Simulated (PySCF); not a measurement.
# C₂H₁₀F₃PSi₃: a changed input and its effect

System: C₂H₁₀F₃PSi₃.
Method of run 1: GIAO PBE0/pcSseg-1 NMR shielding, non-relativistic, gas phase (PySCF 2.14.0).

The geometry comes from this level: PBE0-D3(BJ)/def2-SVP. Text and figures count atoms from 1; the logs count them from 0 in places.

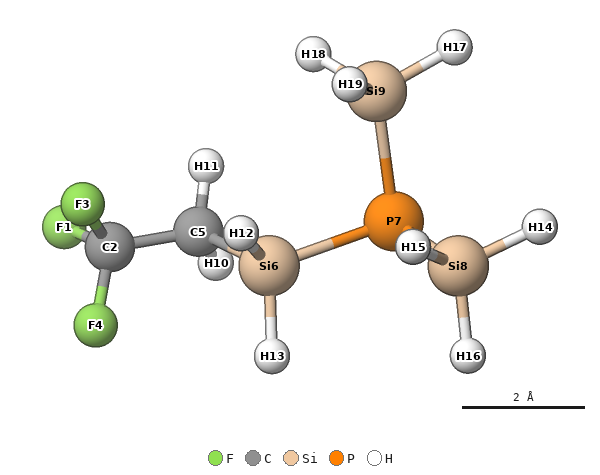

The input geometry (ball-and-stick view, seen at a tilt; atoms are numbered from 1 in the order of the input). Bond lengths as drawn: C–C 1.50 Å, C–F 1.34 Å, C–H 1.10 Å, C–Si 1.90 Å, H–Si 1.49 to 1.50 Å and P–Si 2.26 Å.

Input, run 1:
```
{"job": {"kind": "nmr", "xc": "PBE0", "basis": "pcSseg-1"}, "charge": 0, "multiplicity": 1}
F      3.963884    -1.198276    -1.088817
C      3.145431    -0.436183    -0.357292
F      3.194196    -0.896033     0.898710
F      3.660570     0.800788    -0.346262
C      1.742738    -0.445242    -0.892913
Si     0.532655     0.715667    -0.004644
P     -1.504904     0.290430    -0.879944
Si    -2.657457     1.722504     0.434103
Si    -1.917910    -1.591086     0.300532
H      1.776121    -0.165439    -1.956893
H      1.368785    -1.479230    -0.839748
H      0.589733     0.486690     1.470738
H      0.869194     2.138398    -0.300750
H     -4.110930     1.408117     0.301133
H     -2.263733     1.626393     1.874337
H     -2.395349     3.108555    -0.053738
H     -3.299051    -2.056782    -0.019418
H     -0.934934    -2.630721    -0.131727
H     -1.791615    -1.391560     1.777567
```

The first line tells a small driver script what to run in PySCF; the rest is the geometry in Å.

Command:
```bash
OMP_NUM_THREADS=1 python <driver script> task.json out
```

Hardware: 1 CPU thread, shared host.

Output (run 1):
```
coarse grid: 18128 points
cycle   1  E = -1590.4791036195  dE =  7.213e-01  |g| = 8.758e-01  |ddm| = 3.869e+00
cycle   2  E = -1590.3757730360  dE =  1.033e-01  |g| = 1.238e+00  |ddm| = 1.053e+00
cycle   3  E = -1590.6094676345  dE = -2.337e-01  |g| = 6.832e-02  |ddm| = 6.077e-01
cycle   4  E = -1590.6101381425  dE = -6.705e-04  |g| = 3.613e-02  |ddm| = 7.606e-02
cycle   5  E = -1590.6104329946  dE = -2.949e-04  |g| = 5.721e-03  |ddm| = 3.291e-02
cycle   6  E = -1590.6104410671  dE = -8.072e-06  |g| = 1.214e-03  |ddm| = 8.304e-03
final grid: 158656 points
cycle   7  E = -1590.6778581801  dE = -3.670e-05  |g| = 6.705e-03  |ddm| = 2.765e-02
cycle   8  E = -1590.6778508398  dE =  7.340e-06  |g| = 9.110e-03  |ddm| = 1.309e-02
cycle   9  E = -1590.6778679661  dE = -1.713e-05  |g| = 6.195e-04  |ddm| = 7.216e-03
cycle  10  E = -1590.6778680132  dE = -4.703e-08  |g| = 1.975e-04  |ddm| = 5.594e-04
cycle  11  E = -1590.6778680193  dE = -6.167e-09  |g| = 5.199e-05  |ddm| = 1.898e-04
cycle  12  E = -1590.6778680200  dE = -6.453e-10  |g| = 1.154e-05  |ddm| = 6.827e-05
converged SCF energy = -1590.6778680200

GIAO shielding tensors (ppm)
atom      isotropic    diamagn.    paramagn.     s11        s22        s33       span
  0 F      243.610     467.734    -224.124    158.512    236.980    335.337    176.825
  1 C       53.018     247.535    -194.517     46.555     53.480     59.021     12.466
  2 F      251.740     475.883    -224.143    166.116    252.817    336.285    170.169
  3 F      251.725     473.779    -222.055    163.062    255.559    336.553    173.491
  4 C      162.411     258.467     -96.056    139.551    153.044    194.637     55.086
  5 Si     387.144     882.788    -495.644    345.537    386.089    429.806     84.269
  6 P      682.539     971.634    -289.095    636.918    695.987    714.713     77.796
  7 Si     419.815     879.856    -460.041    374.350    417.291    467.803     93.453
  8 Si     417.090     880.617    -463.527    367.193    417.833    466.245     99.052
  9 H       29.634      31.431      -1.797     24.560     30.281     34.061      9.500
 10 H       29.634      33.838      -4.205     24.010     30.955     33.937      9.927
 11 H       26.973      31.532      -4.559     22.851     27.280     30.788      7.936
 12 H       26.755      31.116      -4.360     21.933     26.503     31.830      9.896
 13 H       27.109      28.560      -1.451     23.281     24.511     33.536     10.255
 14 H       27.390      28.927      -1.537     23.629     25.967     32.574      8.946
 15 H       27.057      28.840      -1.783     23.151     24.601     33.421     10.270
 16 H       27.035      29.247      -2.213     23.117     24.318     33.669     10.552
 17 H       27.140      30.155      -3.015     22.834     26.122     32.464      9.631
 18 H       27.340      29.699      -2.359     24.217     25.318     32.485      8.268
```

For run 2 the input was changed thus:
```diff
-"xc": "PBE0"
+"xc": "B97-2"
+"pop": false
```

How does run 2 compare with run 1?

The total energies belong to different methods, so their difference says nothing on which is more stable or more accurate. The HOMO goes from −7.61 to −7.39 eV. Of all shieldings, the largest change is that of P7, by −4.2 ppm. The functional changes from PBE0 to B97-2. The number of SCF iterations is the same.

Output (run 2):
```
coarse grid: 18128 points
cycle   1  E = -1591.3012561995  dE =  7.008e-01  |g| = 9.185e-01  |ddm| = 3.875e+00
cycle   2  E = -1591.1717325544  dE =  1.295e-01  |g| = 1.335e+00  |ddm| = 1.130e+00
cycle   3  E = -1591.4424765785  dE = -2.707e-01  |g| = 6.991e-02  |ddm| = 6.618e-01
cycle   4  E = -1591.4432439320  dE = -7.674e-04  |g| = 3.917e-02  |ddm| = 8.385e-02
cycle   5  E = -1591.4436047713  dE = -3.608e-04  |g| = 5.220e-03  |ddm| = 3.573e-02
cycle   6  E = -1591.4436119725  dE = -7.201e-06  |g| = 1.373e-03  |ddm| = 8.695e-03
final grid: 158656 points
cycle   7  E = -1591.4926539904  dE = -6.190e-05  |g| = 1.250e-02  |ddm| = 2.988e-02
cycle   8  E = -1591.4926417208  dE =  1.227e-05  |g| = 1.508e-02  |ddm| = 1.308e-02
cycle   9  E = -1591.4926721597  dE = -3.044e-05  |g| = 1.460e-03  |ddm| = 7.697e-03
cycle  10  E = -1591.4926724781  dE = -3.184e-07  |g| = 3.343e-04  |ddm| = 1.134e-03
cycle  11  E = -1591.4926725048  dE = -2.672e-08  |g| = 6.346e-05  |ddm| = 3.938e-04
cycle  12  E = -1591.4926725057  dE = -9.004e-10  |g| = 2.376e-05  |ddm| = 9.381e-05
converged SCF energy = -1591.4926725057

GIAO shielding tensors (ppm)
atom      isotropic    diamagn.    paramagn.     s11        s22        s33       span
  0 F      245.659     467.828    -222.169    161.300    238.212    337.466    176.166
  1 C       53.720     247.646    -193.926     47.224     54.123     59.813     12.589
  2 F      253.887     476.061    -222.173    168.980    254.130    338.553    169.573
  3 F      253.844     473.884    -220.040    166.009    256.697    338.826    172.817
  4 C      162.002     258.562     -96.560    139.798    152.855    193.353     53.554
  5 Si     390.812     883.157    -492.345    350.567    389.259    432.611     82.044
  6 P      678.326     972.266    -293.940    632.494    692.378    710.105     77.611
  7 Si     422.513     879.968    -457.455    378.742    419.717    469.080     90.338
  8 Si     419.876     880.812    -460.936    372.082    419.921    467.624     95.542
  9 H       29.754      31.593      -1.839     24.744     30.440     34.078      9.334
 10 H       29.748      34.126      -4.378     24.201     31.057     33.986      9.784
 11 H       27.148      31.950      -4.802     23.063     27.449     30.933      7.870
 12 H       26.961      31.414      -4.452     22.199     26.710     31.975      9.777
 13 H       27.302      28.700      -1.398     23.528     24.732     33.646     10.118
 14 H       27.550      29.210      -1.661     23.836     26.137     32.676      8.840
 15 H       27.251      29.046      -1.795     23.405     24.823     33.524     10.119
 16 H       27.230      29.419      -2.189     23.370     24.543     33.776     10.406
 17 H       27.333      30.469      -3.136     23.082     26.329     32.588      9.506
 18 H       27.502      30.018      -2.516     24.415     25.500     32.590      8.175
```

The two runs side by side:

```csv
quantity,run 1,run 2
outcome,converged,converged
total energy (hartree),−1590.677868,−1591.492673
HOMO (eV),−7.61,−7.39
LUMO (eV),−0.33,−0.28
dipole moment (D),1.91,1.90
shielding of F1 (ppm),243.6,245.7
shielding of F3 (ppm),251.7,253.9
shielding of F4 (ppm),251.7,253.8
shielding of Si6 (ppm),387.1,390.8
shielding of P7 (ppm),682.5,678.3
shielding of Si8 (ppm),419.8,422.5
shielding of Si9 (ppm),417.1,419.9
SCF iterations,12,12
basis functions,231,231
wall time (shared host),51 s,49 s
```
